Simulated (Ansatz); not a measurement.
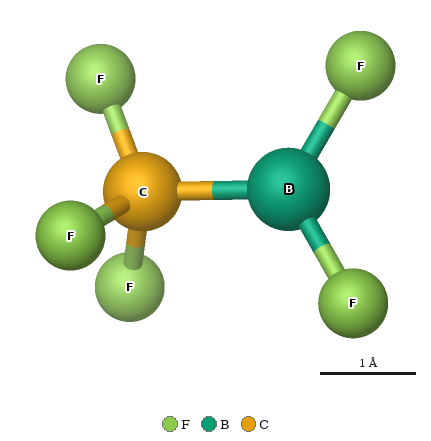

Fig. 1: The input geometry (ball-and-stick view, seen at a tilt). Bond lengths as drawn: B–C 1.60 Å, B–F 1.46 to 1.51 Å and C–F 1.34 to 1.43 Å.

Geometry relaxation of CBF$_{5}$

The run: geometry relaxation of CBF$_{5}$. Method and program: RKS PBE-D4/def2-SVP (Ansatz 0.2.0).

The geometry: force-field start.

What the program printed:
```
Functional definition: PBE
  name "PBE"
  cite "Perdew, Burke & Ernzerhof, Phys. Rev. Lett. 77, 3865 (1996) doi:10.1103/PhysRevLett.77.3865"
  parent pbe
  parameter kappa = 0.804
  parameter beta = 0.06672455060314922
  exchange = pbe_x(kappa = kappa, mu = beta*pi^2/3)
  correlation = pbe_c(beta = beta)
1052 factors; their error is unknown
mean field evaluation 1: about -15270.1490 eV, gradient 4.5e1 eV
mean field evaluation 2: about -15257.9916 eV, gradient 9.9e1 eV
mean field evaluation 4: about -15273.0497 eV, gradient 4.3e0 eV
mean field evaluation 8: about -15273.0774 eV, gradient 2.0e-1 eV
mean field evaluation 16: about -15273.0085 eV, gradient 7.0e-5 eV
mean field -15273.00846949 eV, -561.2727088366 hartree, gradient 7.0e-5 eV, S^2 0.000000; 0 other end points of the search recorded, 0 dependent functions left out
the calculation of the forces begins
reference -15273.00849176 eV, -561.2727096551 hartree; 28, 28 occupied and 70, 70 virtual orbitals, 1052 factors
relax step   1: F+E_penalty+E_count = -15273.12902905 eV  Δ(F+E_penalty+E_count) = +0.000e0 eV  max|allowed force component| = 4.764e0 eV/Å  Δτ_max = 0.0000 Å  (27 SCF iters, accepted)
these checks for a lower state are left out or cut short: starts, cluster_reference, orbital_swaps, neighbouring_geometries, increment
1052 factors; their error is unknown
mean field -15273.98203011 eV, -561.3084865295 hartree, gradient 1.6e-5 eV, S^2 0.000000; 0 other end points of the search recorded, 0 dependent functions left out
the calculation of the forces begins
reference -15273.98205253 eV, -561.3084873538 hartree; 28, 28 occupied and 70, 70 virtual orbitals, 1052 factors
relax step   2: F+E_penalty+E_count = -15274.10357764 eV  Δ(F+E_penalty+E_count) = -9.745e-1 eV  max|allowed force component| = 2.620e0 eV/Å  Δτ_max = 0.1099 Å  (29 SCF iters, accepted)
these checks for a lower state are left out or cut short: starts, cluster_reference, orbital_swaps, neighbouring_geometries, increment
1052 factors; their error is unknown
mean field evaluation 32: about -15274.1145 eV, gradient 1.6e-5 eV
mean field -15274.11450172 eV, -561.3133547714 hartree, gradient 1.6e-5 eV, S^2 0.000000; 0 other end points of the search recorded, 0 dependent functions left out
the calculation of the forces begins
reference -15274.11452430 eV, -561.3133556014 hartree; 28, 28 occupied and 70, 70 virtual orbitals, 1052 factors
relax step   3: F+E_penalty+E_count = -15274.23789042 eV  Δ(F+E_penalty+E_count) = -1.343e-1 eV  max|allowed force component| = 1.983e0 eV/Å  Δτ_max = 0.1122 Å  (33 SCF iters, accepted)
these checks for a lower state are left out or cut short: starts, cluster_reference, orbital_swaps, neighbouring_geometries, increment
1052 factors; their error is unknown
mean field -15274.22499329 eV, -561.3174152618 hartree, gradient 2.1e-5 eV, S^2 0.000000; 0 other end points of the search recorded, 0 dependent functions left out
the calculation of the forces begins
reference -15274.22501566 eV, -561.3174160841 hartree; 28, 28 occupied and 70, 70 virtual orbitals, 1052 factors
relax step   4: F+E_penalty+E_count = -15274.34768851 eV  Δ(F+E_penalty+E_count) = -1.098e-1 eV  max|allowed force component| = 9.914e-2 eV/Å  Δτ_max = 0.0679 Å  (27 SCF iters, accepted)
these checks for a lower state are left out or cut short: starts, cluster_reference, orbital_swaps, neighbouring_geometries, increment
1052 factors; their error is unknown
mean field -15274.22533963 eV, -561.3174279898 hartree, gradient 1.6e-5 eV, S^2 0.000000; 0 other end points of the search recorded, 0 dependent functions left out
the calculation of the forces begins
reference -15274.22536200 eV, -561.3174288117 hartree; 28, 28 occupied and 70, 70 virtual orbitals, 1052 factors
relax step   5: F+E_penalty+E_count = -15274.34811400 eV  Δ(F+E_penalty+E_count) = -4.255e-4 eV  max|allowed force component| = 1.552e-2 eV/Å  Δτ_max = 0.0072 Å  (30 SCF iters, accepted)
1052 factors; their error is unknown
mean field evaluation 64: about -15274.2253 eV, gradient 1.3e-5 eV
```

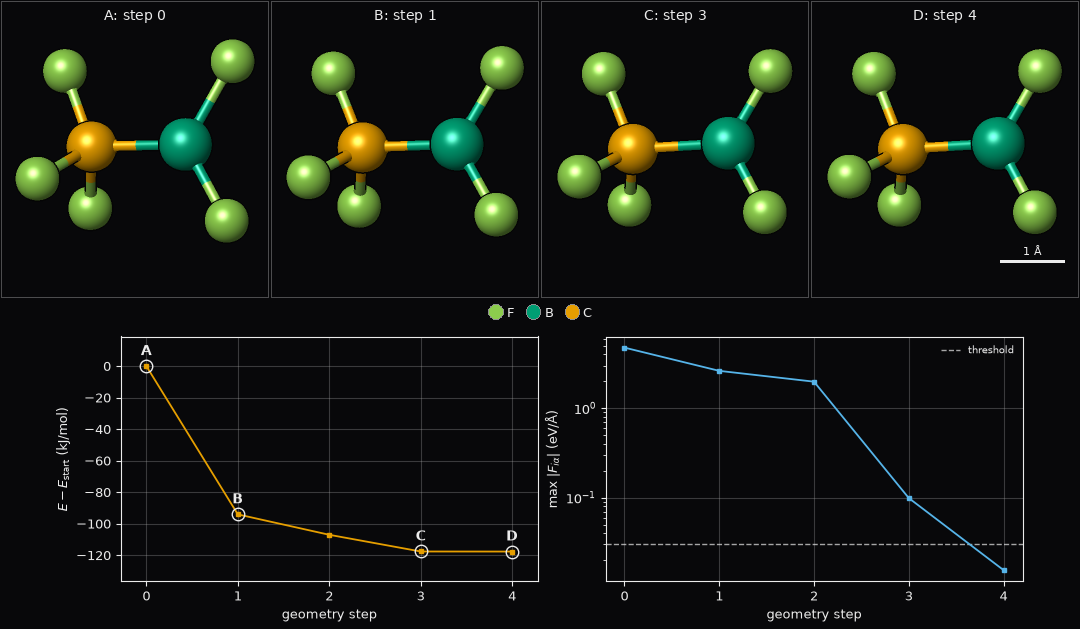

Fig. 2: Frames of the relaxation (ball-and-stick view, seen at a tilt) above the curves, on which the letters mark them (the first geometry is step 0 here and step 1 in the log).

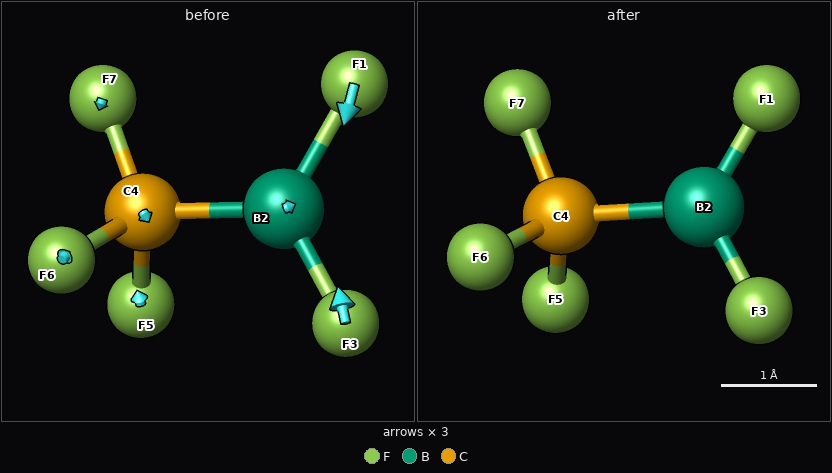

Fig. 3: Before (left) and after (right) the relaxation, at one scale (ball-and-stick view, seen at a tilt). The teal arrows give the displacements, magnified 3 times. After 4 geometry steps the energy has fallen by 117.6 kJ/mol. Largest force component: 4.8 eV/Å at the start, 0.016 eV/Å at the end. The atom that moves furthest after the best rigid fit is F1 (0.16 Å). By element the largest moves are F 0.16 Å, C 0.05 Å, B 0.05 Å. Distances before and after: F1–B2 1.511 → 1.319 Å, B2–F3 1.465 → 1.320 Å, C4–F5 1.427 → 1.358 Å, B2–C4 1.597 → 1.616 Å. Among the angles that change: F5–C4–F7 111.9° → 107.8°, F6–C4–F7 111.0° → 107.8°, B2–C4–F5 107.2° → 110.2°. (Atoms are counted from 1 in the order of the input.)

```
mean field -15274.22533963 eV, -561.3174279898 hartree, gradient 1.6e-5 eV, S^2 0.000000; 1 other end points of the search recorded, 0 dependent functions left out
the calculation of the forces begins
reference -15274.22536200 eV, -561.3174288117 hartree; 28, 28 occupied and 70, 70 virtual orbitals, 1052 factors
Total energy: -15274.34813637 eV, -561.3219406865 hartree
Atom 0 at     1.251492    -1.398511     0.670341 Å, force    -0.002206     0.009331    -0.003923 eV/Å
Atom 1 at     0.082409    -0.880069     0.347646 Å, force     0.000307    -0.015519     0.006633 eV/Å
Atom 2 at    -1.016618    -1.589956     0.521101 Å, force    -0.001085    -0.001339     0.000555 eV/Å
Atom 3 at    -0.026730     0.613541    -0.258273 Å, force     0.004468    -0.001572    -0.000471 eV/Å
Atom 4 at    -0.600868     0.580805    -1.488604 Å, force    -0.002256     0.002812    -0.005763 eV/Å
Atom 5 at    -0.803405     1.389864     0.540673 Å, force    -0.003190     0.005633     0.002525 eV/Å
Atom 6 at     1.175020     1.216326    -0.378684 Å, force     0.003962     0.000654     0.000444 eV/Å
Dipole moment:     0.026300    -0.136502     0.057170 e Å
```

Trajectory as extended XYZ (Å, eV, eV/Å), 5 frames, from step=1 to step=5:
```
7
Properties=species:S:1:pos:R:3:forces:R:3 step=1 energy=-15273.12903
F     1.4106   -1.4202    0.6880   -4.7644   1.7698  -1.1264
B     0.0621   -0.8386    0.3332    0.7425  -4.3064   1.6835
F    -1.1523   -1.6350    0.5227    4.1039   2.4910  -0.5438
C     0.0128    0.6413   -0.2659   -2.2197   0.3608  -0.2314
F    -0.6416    0.5619   -1.5314    1.3438   0.4124   1.7535
F    -0.8486    1.4158    0.5715    1.5975  -0.8926  -1.3104
F     1.2183    1.2068   -0.3639   -0.8036   0.1651  -0.2250
7
Properties=species:S:1:pos:R:3:forces:R:3 step=2 energy=-15274.10358
F     1.3008   -1.4239    0.6877   -2.5200   1.1622  -0.7859
B     0.0716   -0.8623    0.3284    0.7428  -2.6200   1.3314
F    -1.0573   -1.6169    0.5351    1.8824   1.3527  -0.4302
C    -0.0002    0.6225   -0.2610   -1.5804   0.5917  -0.3810
F    -0.6136    0.5830   -1.5117    0.6255   0.0621   0.9469
F    -0.8197    1.4030    0.5545    0.7941  -0.6294  -0.6309
F     1.1798    1.2267   -0.3787    0.0555   0.0808  -0.0503
7
Properties=species:S:1:pos:R:3:forces:R:3 step=3 energy=-15274.23789
F     1.2119   -1.4029    0.6225    1.9831  -0.6406   0.6772
B     0.0751   -0.8525    0.4102   -0.5261   0.7614  -1.3559
F    -0.9858   -1.5951    0.4867   -1.2784  -0.4519   0.3699
C    -0.0194    0.6166   -0.2441   -0.2537  -0.0661   0.2857
F    -0.5898    0.5398   -1.4744   -0.0280  -0.0002   0.0074
F    -0.8001    1.4040    0.5351   -0.2042   0.2891   0.0455
F     1.1693    1.2220   -0.3817    0.3073   0.1083  -0.0298
7
Properties=species:S:1:pos:R:3:forces:R:3 step=4 energy=-15274.34769
F     1.2517   -1.4053    0.6726   -0.0877   0.0793  -0.0359
B     0.0834   -0.8797    0.3485    0.0548  -0.0991   0.0357
F    -1.0169   -1.5901    0.5193    0.0296   0.0391  -0.0076
C    -0.0253    0.6146   -0.2577   -0.0160   0.0276  -0.0094
F    -0.6016    0.5795   -1.4873    0.0050  -0.0107  -0.0031
F    -0.8036    1.3912    0.5400    0.0062  -0.0127   0.0097
F     1.1737    1.2218   -0.3812    0.0081  -0.0235   0.0106
7
Properties=species:S:1:pos:R:3:forces:R:3 step=5 energy=-15274.34811
F     1.2515   -1.3985    0.6703   -0.0022   0.0093  -0.0039
B     0.0824   -0.8801    0.3476    0.0003  -0.0155   0.0066
F    -1.0166   -1.5900    0.5211   -0.0011  -0.0013   0.0006
C    -0.0267    0.6135   -0.2583    0.0045  -0.0016  -0.0005
F    -0.6009    0.5808   -1.4886   -0.0023   0.0028  -0.0058
F    -0.8034    1.3899    0.5407   -0.0032   0.0056   0.0025
F     1.1750    1.2163   -0.3787    0.0040   0.0007   0.0004
```

The run was set up as follows.

Input file:
```yaml
crystal:
  periodic: [false, false, false]
  atoms:
    - {symbol: F, position_ang: [1.410600, -1.420200, 0.688000]}
    - {symbol: B, position_ang: [0.062100, -0.838600, 0.333200]}
    - {symbol: F, position_ang: [-1.152300, -1.635000, 0.522700]}
    - {symbol: C, position_ang: [0.012800, 0.641300, -0.265900]}
    - {symbol: F, position_ang: [-0.641600, 0.561900, -1.531400]}
    - {symbol: F, position_ang: [-0.848600, 1.415800, 0.571500]}
    - {symbol: F, position_ang: [1.218300, 1.206800, -0.363900]}
basis:
  gaussian: {orbitals: def2-SVP}
hamiltonian: {xc: pbe, dispersion: d4}
relax: {f_tol: 0.03, max_steps: 200}
```

Launched with:
```bash
ansatz run in.yaml --threads 4 --pin off --events-out ev --progress --plain --max-ram 10444MiB
```

Results in brief:

| quantity | value |
| --- | --- |
| outcome | converged |
| total energy | −15274.3481 eV |
| mean-field energy | −15274.2254 eV |
| dispersion energy | −0.1228 eV |
| SCF solution under orbital rotations | stable |
| largest force (length of the vector) at the end | 0.017 eV/Å |
| dipole moment | 0.72 D |
| hardware | 4 threads of Arm Neoverse V2, 23 GiB of memory available, shared host |
| wall time | 4.5 s (CPU time 15 s) |
| peak memory | 0.13 GiB |
